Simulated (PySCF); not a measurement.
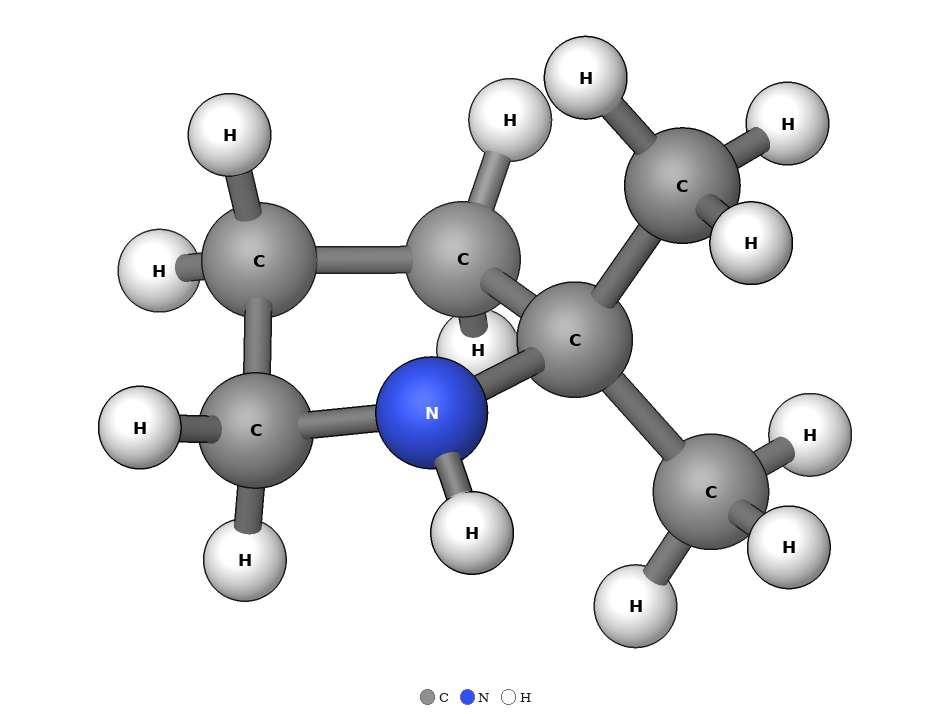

Ball-and-stick drawing of a structure.

Computed geometry: GFN2-xTB optimisation. No frequency run is at hand to confirm it as a minimum.

Identify the structure.

Formula C6H13N. SMILES: `CC1(C)CCCN1`. Independent rings (smallest set): 1 of 5 members. Among its groups: secondary amine. Coordination: 6 C tetrahedral; 1 N trigonal pyramidal.

The parts below concern this one geometry. Atoms keep their numbers from picture to picture.

## NMR shielding

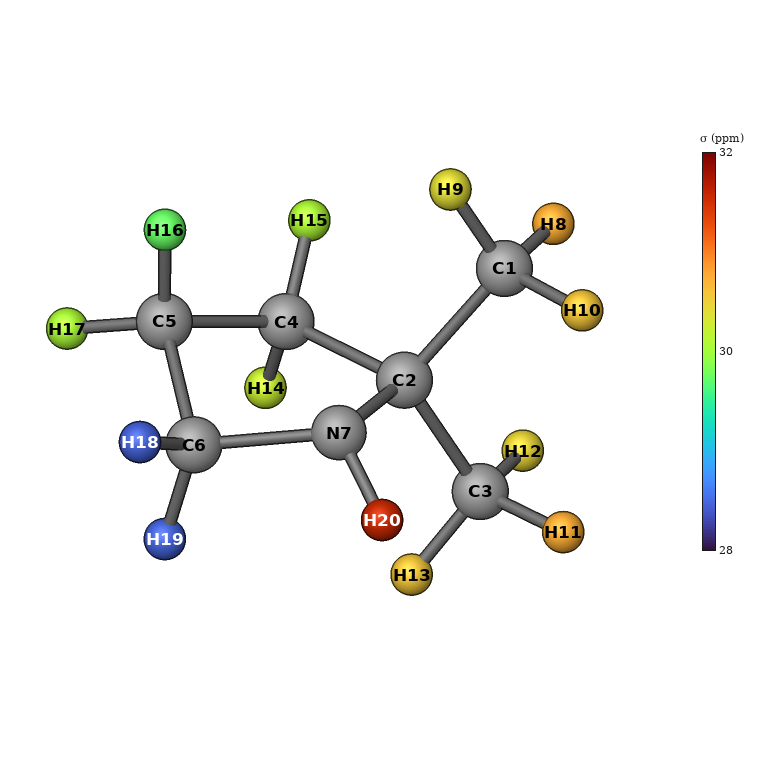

Atoms are coloured by their isotropic NMR shieldings (H only, the others grey). No frequency run is at hand to confirm it as a minimum. Method: GIAO PBE0/pcSseg-1 NMR shielding, non-relativistic, gas phase (PySCF 2.14.0).

Give the isotropic NMR shieldings of the H atoms atom by atom.

| atom | σ (ppm) |
| --- | --- |
| H8 | 30.75 |
| H9 | 30.40 |
| H10 | 30.58 |
| H11 | 30.74 |
| H12 | 30.46 |
| H13 | 30.57 |
| H14 | 30.23 |
| H15 | 30.08 |
| H16 | 29.74 |
| H17 | 30.05 |
| H18 | 28.46 |
| H19 | 28.48 |
| H20 | 31.55 |

## Bond orders

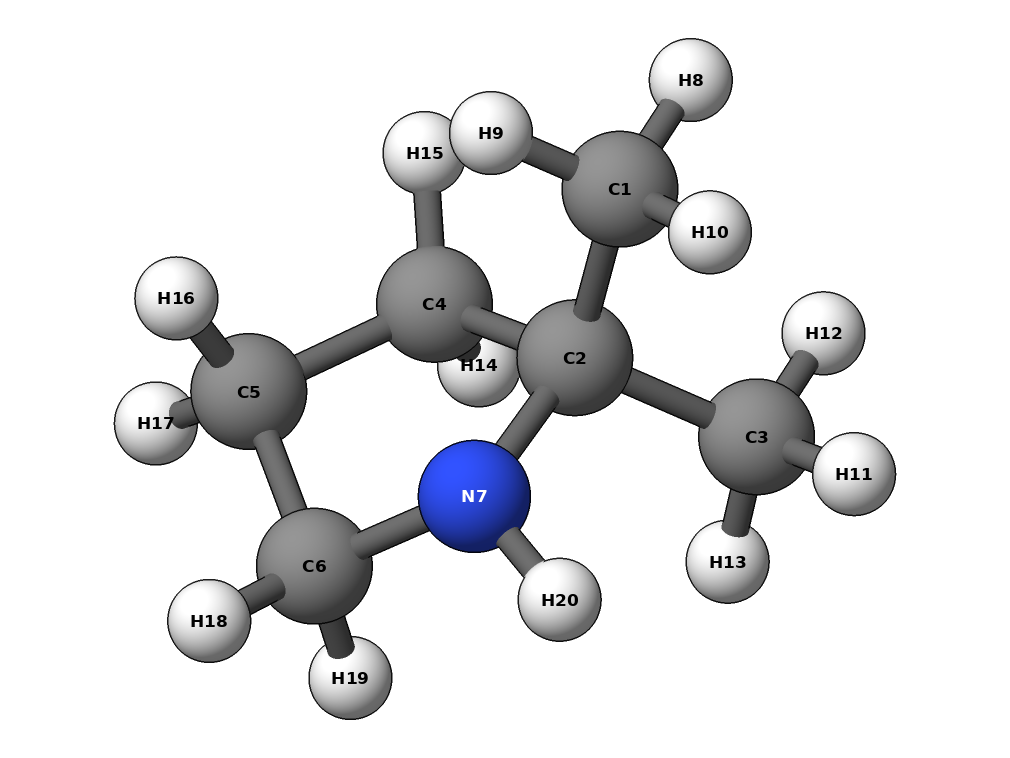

Every bond is drawn as one stick. No frequency run is at hand to confirm it as a minimum. Method: PBE0/pcSseg-1 (PySCF 2.14.0).

List the Mayer bond orders of C1–C2, C2–C3, C2–C4, C2–N7, C4–C5, C5–C6, C6–N7 (bonds between heavy atoms, one of each equivalent set).

```tsv
bond	Mayer order	length (Å)
C1–C2	1.01	1.532
C2–C3	1.03	1.533
C2–C4	0.97	1.546
C2–N7	0.96	1.467
C4–C5	1.05	1.528
C5–C6	1.03	1.524
C6–N7	0.98	1.449
```

## Ring current

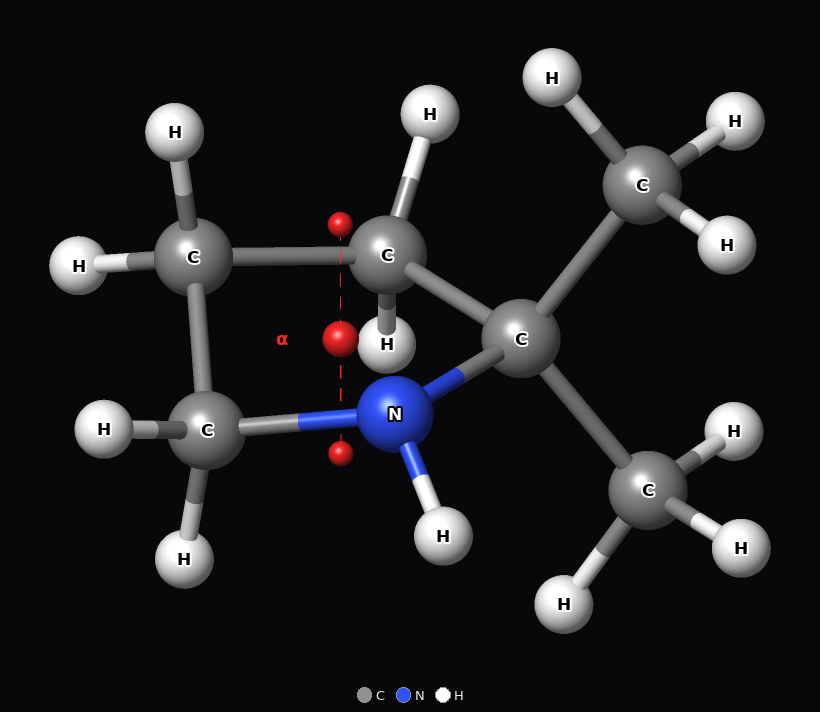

The small points mark where nucleus-independent chemical shifts (NICS) were computed: at the centre of each lettered ring and 1 Å above and below it. No frequency run is at hand to confirm it as a minimum. Method: GIAO PBE0/pcSseg-1 NMR shielding, non-relativistic, gas phase (PySCF 2.14.0).

Give NICS(0), NICS(1) and the out-of-plane component NICS(1)zz for each ring (means of the two sides).

| ring | members | NICS(0) | NICS(1) | NICS(1)zz |
| --- | --- | --- | --- | --- |
| α | C4N | −7.2 | −3.4 | −4.0 |

Values in ppm.

> What do the values say about the ring currents?

Ring α: weak, as in a non-aromatic ring. NICS is one index among several.
